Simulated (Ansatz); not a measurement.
A series of calculations on CH₆BCl

Part 1: Relaxation

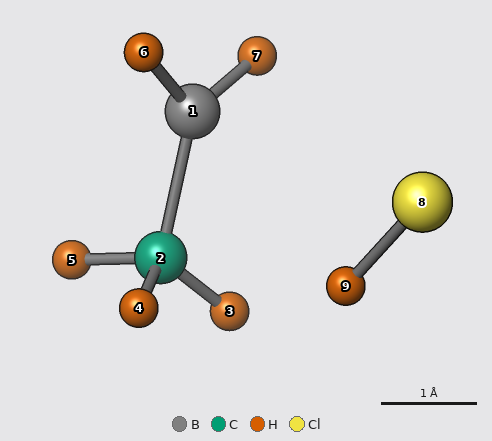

Starting structure of CH₆BCl. Style: ball-and-stick. Shown at a tilt.

The run prepares an end point of a later path (reaction) calculation, from a guessed geometry.

Theory: RKS CAM-B3LYP/6-31G* in Ansatz.

Input
```yaml
crystal:
  periodic: [false, false, false]
  atoms:
    - { symbol: B, position_ang: [0.021848, 0.160178, 0.228883] }
    - { symbol: C, position_ang: [0.031423, 0.230325, 1.813479] }
    - { symbol: H, position_ang: [-0.913725, -0.033492, 2.298921] }
    - { symbol: H, position_ang: [0.864135, -0.300827, 2.285765] }
    - { symbol: H, position_ang: [0.200213, 1.291098, 2.055119] }
    - { symbol: H, position_ang: [1.051608, 0.093268, -0.374344] }
    - { symbol: H, position_ang: [-0.995912, 0.279511, -0.386407] }
    - { symbol: Cl, position_ang: [-0.367798, -2.855001, 0.587662] }
    - { symbol: H, position_ang: [-0.325792, -2.05186, 1.650522] }
basis:
  gaussian: { orbitals: "6-31G*" }
hamiltonian:
  xc: cam_b3lyp
relax:
  f_tol: 0.03
  max_steps: 50
```

Launched with:
```bash
ansatz run input.yaml --threads 2 --pin off --max-ram 3072MiB --backend cpu --events-out ev --progress --plain --runs-dir out
```

### Predict the outcome.

The energy falls by 2.08 kcal/mol in 10 geometry steps. The largest force component goes from 1 to 0.016 eV/Å. H9 moves most after the best rigid fit: 0.84 Å. By element the largest moves are H 0.84 Å, Cl 0.23 Å, C 0.18 Å, B 0.06 Å. Near-neighbour distances that change, for instance: Cl8–H9 1.333 → 1.286 Å, B1–C2 1.586 → 1.563 Å.

The structure at the end:

```xyz
9

B     0.0254    0.1649    0.2892
C     0.0646    0.4013    1.8336
H    -0.8674    0.1728    2.3596
H     0.9071   -0.0715    2.3475
H     0.2161    1.4890    1.9445
H     1.0393    0.0235   -0.3302
H    -0.9988    0.2694   -0.3205
Cl   -0.3094   -2.7693    0.3847
H    -0.5108   -2.8670    1.6513
```

After the run, drawn alike:

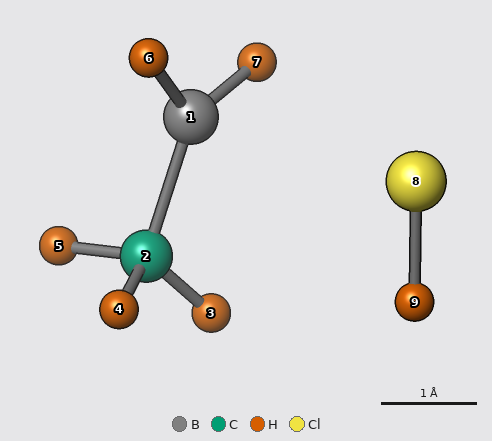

Part 2: Relaxation

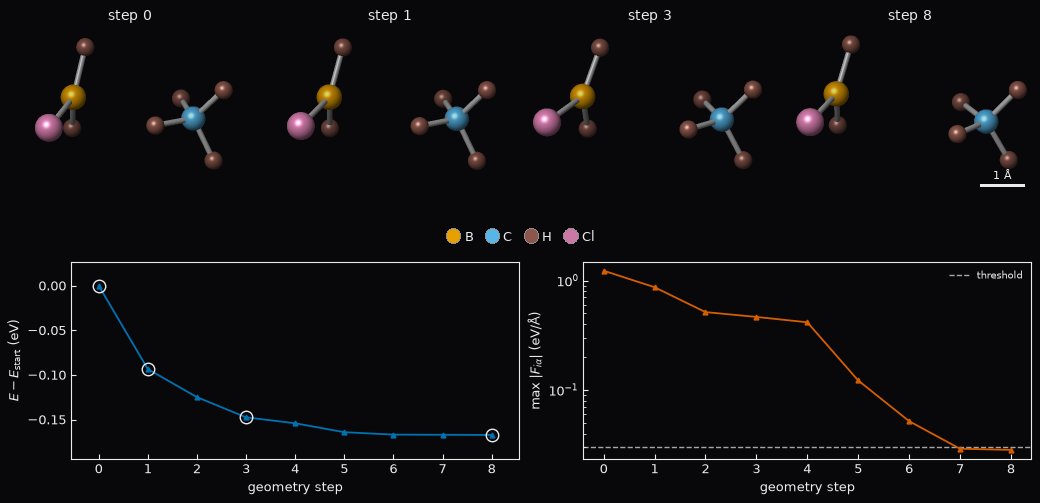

Frames of a relaxation of CH6BCl, marked on the history of the run. Style: ball-and-stick. Shown from a free direction.

The run prepares an end point of a later path (reaction) calculation, from a guessed geometry.

These are results of Ansatz, RKS CAM-B3LYP/6-31G*, not measurements. (no spin polarisation; force threshold 0.03 eV/Å; at most 50 steps)

> Describe the path.

After 8 geometry steps the energy has fallen by 0.167 eV. The largest force component goes from 1.2 to 0.028 eV/Å. The atom that moves furthest after the best rigid fit is an H atom (0.59 Å). Largest moves by element: H 0.59 Å, Cl 0.46 Å, B 0.40 Å, C 0.31 Å. Among the contacts that change: B–Cl 1.818 → 1.745 Å, C–H 1.102 → 1.093 Å. From step 0 to 1: the Cl atom moves most (0.19 Å), energy −0.093 eV. From step 1 to 3: the Cl atom moves most (0.33 Å), energy −0.054 eV. From step 3 to 8: an H atom moves most (0.27 Å), energy −0.020 eV.

```csv
step,"E − E(0), eV","largest force component, eV/Å"
0,0.0000,1.2297
1,-0.0934,0.8690
2,-0.1249,0.5148
3,-0.1475,0.4651
4,-0.1541,0.4156
5,-0.1642,0.1222
6,-0.1669,0.0519
7,-0.1671,0.0291
8,-0.1672,0.0284
```

Part 3: Path

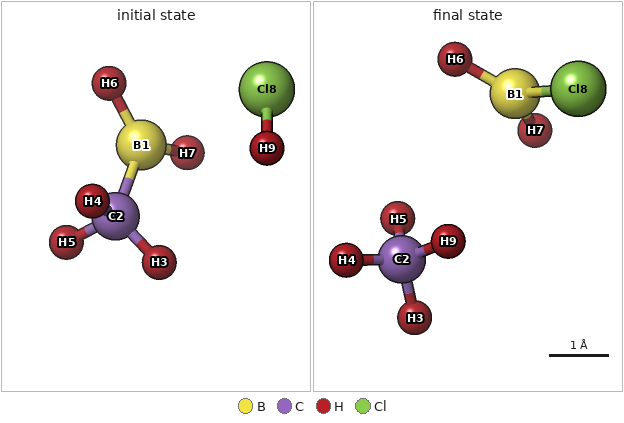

The two relaxed end points of a path for CH₆BCl, made up at the start of CH5B and HCl. Style: ball-and-stick. Shown from a free direction.

The calculation used Ansatz 0.2.0, RKS CAM-B3LYP/6-31G*.

Set-up: 7 movable images; climbing image; force threshold 0.05 eV/Å; iteration limit 60.

Start:
```xyz
9

B     0.0232    0.1621    0.2873
C     0.0643    0.4040    1.8308
H    -0.8666    0.1757    2.3588
H     0.9083   -0.0655    2.3451
H     0.2140    1.4924    1.9375
H     1.0365    0.0203   -0.3331
H    -1.0020    0.2625   -0.3214
Cl   -0.3062   -2.7724    0.3937
H    -0.5056   -2.8659    1.6609
```

End:
```xyz
9

B    -0.0767   -0.6578   -0.7855
C    -0.0107    0.0124    2.6657
H    -0.8885    0.3131    3.2411
H     0.8777    0.0595    3.2989
H     0.1148    0.6913    1.8178
H     1.0317   -0.2282   -0.7806
H    -1.0499    0.0243   -0.7709
Cl   -0.2867   -2.3894   -0.8351
H    -0.1457   -1.0119    2.3082
```

What barrier does the band find between them, and by what path?

The energy climbs by 18.5 kcal/mol to image 3 and then falls by 45.8 kcal/mol, so the end point sits at −27.3 kcal/mol. Breaking: B1–C2 (1.56 → 1.69 at the top → 3.52 Å), Cl8–H9 (1.29 → 1.51 at the top → 3.43 Å). Forming: B1–Cl8 (2.95 → 2.17 at the top → 1.75 Å), C2–H9 (3.32 → 1.48 at the top → 1.09 Å). The band converged in 14 iterations, with a climbing image at the top. At the top, the vibrational analysis gives one imaginary mode (1070i cm⁻¹), as a transition state must have.

Energies of the converged images:

```
image  path (Å)  E (kcal/mol)
    0      0.00           0.0
    1      0.69           0.6
    2      1.37           4.8
    3      2.06          18.5
    4      2.63          -3.6
    5      3.20         -19.1
    6      3.77         -25.2
    7      4.33         -27.0
    8      4.90         -27.3
```

The geometry at the top of the path:

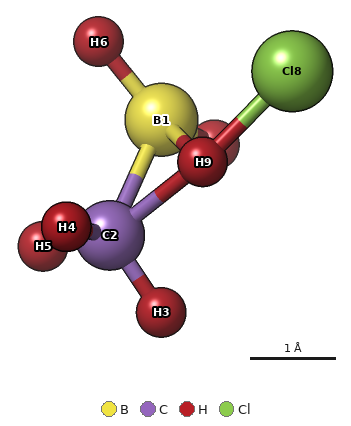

Limits of the set-up: the start holds two separate molecules, 3.0 Å apart at their closest, whose relative position is a soft coordinate and is computed without a dispersion correction.
